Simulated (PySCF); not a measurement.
**Two runs on C$_{6}$H$_{16}$Si$_{4}$**

System: C$_{6}$H$_{16}$Si$_{4}$ ((HSi)4CH26 adamantane).
Method of run A: GIAO wB97X-D/pcSseg-1 NMR shielding, non-relativistic, gas phase (PySCF 2.14.0).

The geometry comes from this level: PBE0-D3(BJ)/def2-SVP. Text and figures count atoms from 1; the logs count them from 0 in places.

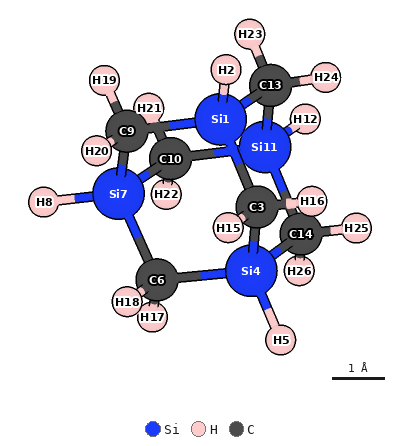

Figure 1. The structure as given in the input (ball-and-stick view, seen at a tilt; atoms are numbered from 1 in the order of the input). Bond lengths as drawn: C–H 1.10 Å, C–Si 1.89 Å and H–Si 1.50 Å.

Input, run A:
```
{"job": {"kind": "nmr", "xc": "wB97X-D", "basis": "pcSseg-1", "pop": false}, "charge": 0, "multiplicity": 1}
Si     1.350161    -1.148941     0.700367
H      2.413752    -2.051063     1.253673
C      1.475348     0.569238     1.471606
Si     0.145737     1.728559     0.800616
H      0.263720     3.085797     1.429769
C      0.351106     1.848367    -1.071842
Si     0.208427     0.155184    -1.893287
H      0.376339     0.275924    -3.379847
C      1.534841    -0.976213    -1.169695
C     -1.485923    -0.564224    -1.476067
Si    -1.726695    -0.733503     0.388350
H     -3.078750    -1.308981     0.692788
C     -0.364091    -1.849386     1.066739
C     -1.543419     0.973229     1.173090
H      2.473131     0.994153     1.263837
H      1.381545     0.491938     2.568857
H     -0.416692     2.524767    -1.486467
H      1.332608     2.295343    -1.307893
H      1.469855    -1.971815    -1.642467
H      2.534175    -0.572377    -1.407519
H     -1.598085    -1.552619    -1.955219
H     -2.275386     0.085065    -1.893202
H     -0.453122    -2.854220     0.617745
H     -0.492518    -1.971701     2.156356
H     -1.676694     0.891909     2.266180
H     -2.340788     1.641489     0.803503
```

The first line tells a small driver script what to run in PySCF; the rest is the geometry in Å.

Command:
```bash
OMP_NUM_THREADS=2 python <driver script> task.json out
```

Hardware: 2 CPU threads, shared host.

Output (run A):
```
coarse grid: 22936 points
cycle   1  E = -1396.0576229029  dE =  1.333e+00  |g| = 5.426e-01  |ddm| = 4.780e+00
cycle   2  E = -1396.0956673671  dE = -3.804e-02  |g| = 4.042e-01  |ddm| = 7.803e-01
cycle   3  E = -1396.1353181207  dE = -3.965e-02  |g| = 4.456e-02  |ddm| = 3.357e-01
cycle   4  E = -1396.1359330001  dE = -6.149e-04  |g| = 2.124e-02  |ddm| = 1.096e-01
cycle   5  E = -1396.1360463296  dE = -1.133e-04  |g| = 1.374e-03  |ddm| = 2.826e-02
cycle   6  E = -1396.1360475001  dE = -1.170e-06  |g| = 2.563e-04  |ddm| = 6.827e-03
final grid: 200904 points
cycle   7  E = -1396.2079498620  dE = -2.781e-04  |g| = 5.900e-03  |ddm| = 5.870e-02
cycle   8  E = -1396.2079553851  dE = -5.523e-06  |g| = 3.949e-03  |ddm| = 1.107e-02
cycle   9  E = -1396.2079586704  dE = -3.285e-06  |g| = 6.780e-04  |ddm| = 3.374e-03
cycle  10  E = -1396.2079588302  dE = -1.598e-07  |g| = 2.519e-04  |ddm| = 1.343e-03
cycle  11  E = -1396.2079588483  dE = -1.809e-08  |g| = 4.147e-05  |ddm| = 4.395e-04
cycle  12  E = -1396.2079588491  dE = -8.085e-10  |g| = 1.420e-05  |ddm| = 1.140e-04
converged SCF energy = -1396.2079588491

GIAO shielding tensors (ppm)
atom      isotropic    diamagn.    paramagn.     s11        s22        s33       span
  0 Si     369.240     880.921    -511.682    348.060    379.751    379.908     31.847
  1 H       26.512      29.071      -2.559     23.192     23.206     33.137      9.945
  2 C      185.775     259.457     -73.682    177.502    186.800    193.022     15.520
  3 Si     369.235     880.927    -511.692    348.092    379.726    379.888     31.796
  4 H       26.510      29.069      -2.559     23.190     23.206     33.136      9.946
  5 C      185.791     259.454     -73.664    177.597    186.747    193.028     15.431
  6 Si     369.187     880.917    -511.730    348.008    379.736    379.817     31.809
  7 H       26.508      29.060      -2.552     23.190     23.202     33.131      9.941
  8 C      185.801     259.472     -73.671    177.570    186.788    193.044     15.474
  9 C      185.778     259.451     -73.673    177.584    186.739    193.012     15.428
 10 Si     369.236     880.920    -511.684    348.093    379.725    379.889     31.796
 11 H       26.511      29.062      -2.552     23.194     23.202     33.136      9.942
 12 C      185.772     259.463     -73.690    177.526    186.774    193.016     15.490
 13 C      185.795     259.439     -73.645    177.655    186.684    193.046     15.392
 14 H       31.577      31.529       0.048     27.450     27.993     39.290     11.840
 15 H       31.569      31.490       0.079     27.436     27.937     39.334     11.897
 16 H       31.574      31.504       0.070     27.442     27.975     39.305     11.863
 17 H       31.573      31.500       0.073     27.438     27.958     39.323     11.885
 18 H       31.572      31.501       0.071     27.436     27.963     39.315     11.879
 19 H       31.579      31.519       0.060     27.445     27.975     39.317     11.872
 20 H       31.570      31.482       0.088     27.437     27.948     39.324     11.886
 21 H       31.578      31.506       0.072     27.448     27.983     39.302     11.854
 22 H       31.578      31.523       0.055     27.450     28.000     39.284     11.834
 23 H       31.566      31.482       0.084     27.432     27.933     39.334     11.902
 24 H       31.580      31.529       0.051     27.450     28.011     39.279     11.829
 25 H       31.565      31.458       0.107     27.427     27.919     39.348     11.920
```

For run B the input was changed thus:
```diff
-"xc": "wB97X-D"
+"xc": "PBE0"
-"pop": false
```

What does this change do to the results?

The total energies belong to different methods, so their difference says nothing on which is more stable or more accurate. The HOMO goes from −9.61 to −7.78 eV. The LUMO goes from 2.34 to 0.55 eV. Of all shieldings, the largest change is that of C3, C6, C9, C10, C13 and C14, by −1.4 ppm. The functional changes from wB97X-D to PBE0. The number of SCF iterations is the same.

Output (run B):
```
coarse grid: 22936 points
cycle   1  E = -1395.3263686860  dE =  9.703e-01  |g| = 7.504e-01  |ddm| = 4.853e+00
cycle   2  E = -1395.2618548418  dE =  6.451e-02  |g| = 8.815e-01  |ddm| = 1.386e+00
cycle   3  E = -1395.4645961911  dE = -2.027e-01  |g| = 8.792e-02  |ddm| = 8.897e-01
cycle   4  E = -1395.4666736407  dE = -2.077e-03  |g| = 2.349e-02  |ddm| = 1.606e-01
cycle   5  E = -1395.4668173369  dE = -1.437e-04  |g| = 1.780e-03  |ddm| = 3.373e-02
cycle   6  E = -1395.4668186566  dE = -1.320e-06  |g| = 1.258e-04  |ddm| = 3.613e-03
final grid: 200904 points
cycle   7  E = -1395.5226285447  dE = -3.467e-05  |g| = 9.160e-03  |ddm| = 4.080e-02
cycle   8  E = -1395.5226147320  dE =  1.381e-05  |g| = 1.167e-02  |ddm| = 1.839e-02
cycle   9  E = -1395.5226503030  dE = -3.557e-05  |g| = 6.734e-04  |ddm| = 1.113e-02
cycle  10  E = -1395.5226504173  dE = -1.143e-07  |g| = 2.155e-04  |ddm| = 1.308e-03
cycle  11  E = -1395.5226504287  dE = -1.140e-08  |g| = 2.438e-05  |ddm| = 3.114e-04
cycle  12  E = -1395.5226504288  dE = -8.868e-11  |g| = 1.796e-06  |ddm| = 4.286e-05
converged SCF energy = -1395.5226504288

GIAO shielding tensors (ppm)
atom      isotropic    diamagn.    paramagn.     s11        s22        s33       span
  0 Si     369.313     880.655    -511.342    347.456    380.156    380.325     32.869
  1 H       26.277      28.978      -2.701     22.980     22.994     32.855      9.875
  2 C      184.408     257.869     -73.461    176.610    185.527    191.088     14.477
  3 Si     369.291     880.658    -511.367    347.461    380.116    380.296     32.835
  4 H       26.275      28.974      -2.699     22.978     22.994     32.854      9.876
  5 C      184.431     257.871     -73.440    176.707    185.478    191.107     14.401
  6 Si     369.280     880.655    -511.375    347.415    380.170    380.254     32.839
  7 H       26.273      28.969      -2.696     22.978     22.990     32.850      9.872
  8 C      184.444     257.896     -73.452    176.683    185.518    191.131     14.448
  9 C      184.421     257.876     -73.455    176.700    185.470    191.094     14.393
 10 Si     369.310     880.654    -511.343    347.486    380.150    380.296     32.809
 11 H       26.275      28.968      -2.693     22.982     22.990     32.854      9.872
 12 C      184.414     257.883     -73.470    176.642    185.504    191.095     14.453
 13 C      184.437     257.864     -73.427    176.775    185.413    191.124     14.349
 14 H       31.345      31.178       0.167     27.288     27.746     39.002     11.715
 15 H       31.338      31.147       0.191     27.275     27.692     39.046     11.771
 16 H       31.342      31.159       0.183     27.280     27.727     39.019     11.739
 17 H       31.341      31.156       0.185     27.276     27.711     39.035     11.759
 18 H       31.339      31.160       0.180     27.274     27.717     39.028     11.754
 19 H       31.346      31.174       0.172     27.282     27.727     39.031     11.749
 20 H       31.338      31.141       0.197     27.275     27.702     39.038     11.763
 21 H       31.345      31.163       0.182     27.285     27.736     39.014     11.729
 22 H       31.345      31.175       0.170     27.287     27.752     38.997     11.710
 23 H       31.335      31.140       0.195     27.270     27.687     39.047     11.777
 24 H       31.348      31.180       0.168     27.288     27.765     38.992     11.703
 25 H       31.333      31.119       0.214     27.265     27.673     39.060     11.795
```

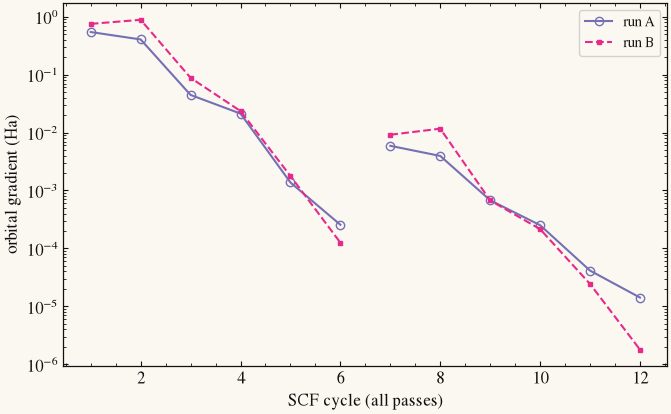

Figure 2. Convergence of the two runs: orbital gradient against the SCF cycle. A break in a curve parts two SCF passes (coarse and final grid). Run A takes 12 cycles in all, and run B takes 12.

The two runs side by side:

```csv
quantity,run A,run B
outcome,converged,converged
total energy (hartree),−1396.207959,−1395.522650
HOMO (eV),−9.61,−7.78
LUMO (eV),2.34,0.55
dipole moment (D),0.00,0.00
shielding of H2 (ppm),26.5,26.3
shielding of C3 (ppm),185.8,184.4
shielding of C6 (ppm),185.8,184.4
shielding of C9 (ppm),185.8,184.4
shielding of C10 (ppm),185.8,184.4
shielding of C13 (ppm),185.8,184.4
shielding of C14 (ppm),185.8,184.4
SCF iterations,12,12
basis functions,278,278
wall time (shared host),41 s,43 s
```
